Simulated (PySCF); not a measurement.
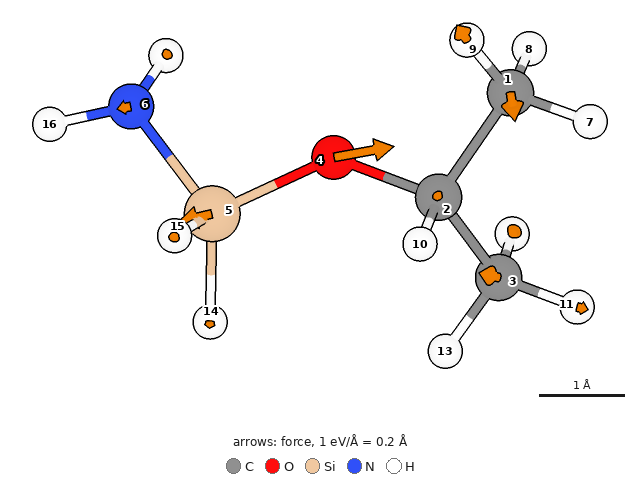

Starting geometry of C$_{3}$H$_{11}$NOSi with the computed forces as orange arrows. A ball-and-stick model, seen at a tilt.

The start comes from GFN2-xTB. Its atoms were then displaced at random by about 0.01 Å.

The calculation used PBE0-D3(BJ)/def2-SVP geometry optimisation, gas phase (PySCF 2.14.0, density-fitted response routines). 

### Is this structure relaxed? If not, where do the atoms go?

It isn't relaxed: the largest force vector, on the O atom, is 3.70 eV/Å. The final displacements have little in common with the starting forces (cosine between the two patterns −0.06). The atom that moves furthest after the best rigid fit is an H atom (2.30 Å). By element the largest moves are H 2.30 Å, N 0.88 Å, Si 0.71 Å, C 0.52 Å, O 0.23 Å. Some distances before and after: O–Si 1.582 → 1.668 Å, C–H 1.062 → 1.101 Å, C–O 1.438 → 1.412 Å, C–C 1.538 → 1.517 Å. Among the angles between lasting bonds that change: O–Si–N 100.5° → 113.6°, N–Si–H 116.6° → 110.1°, O–Si–H 111.1° → 106.0°. Groups turn about C–O by about 55°, O–Si by about 50°. The energy falls by 35.5 kJ/mol in 25 geometry steps. Cost: 5.9 min on 1 thread of Arm Neoverse N1, on a shared host.
